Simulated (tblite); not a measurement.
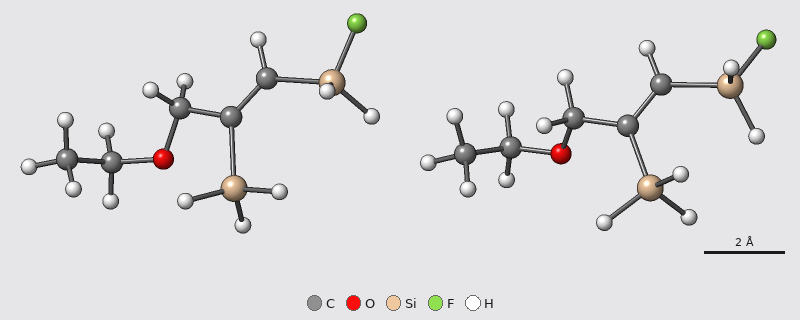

Two geometries of C₅H₁₃FOSi₂, drawn at one scale. One is the start of a relaxation, the other its converged end. A ball-and-stick model, seen at a tilt.

Method: GFN2-xTB geometry optimisation, gas phase in tblite. 

> Which geometry has the lower energy?

The left one is the relaxed one. An H atom moves most after the best rigid fit: 1.35 Å. By element the largest moves are H 1.35 Å, F 1.16 Å, Si 0.57 Å, C 0.48 Å, O 0.24 Å. Near-neighbour distances that change, for instance: O–Si 3.368 → 2.612 Å, Si–Si 3.267 → 3.646 Å, F–Si 1.698 → 1.618 Å, C–H 1.140 → 1.086 Å. Among the angles between lasting bonds that change: C–C–Si 123.7° → 109.5°, O–C–C 114.4° → 105.6°, Si–C–C 119.8° → 128.6°. Groups turn about C–C by about 40°, C–Si by about 35°, C–Si by about 25°. Over 146 geometry steps the energy falls by 68.2 kJ/mol.
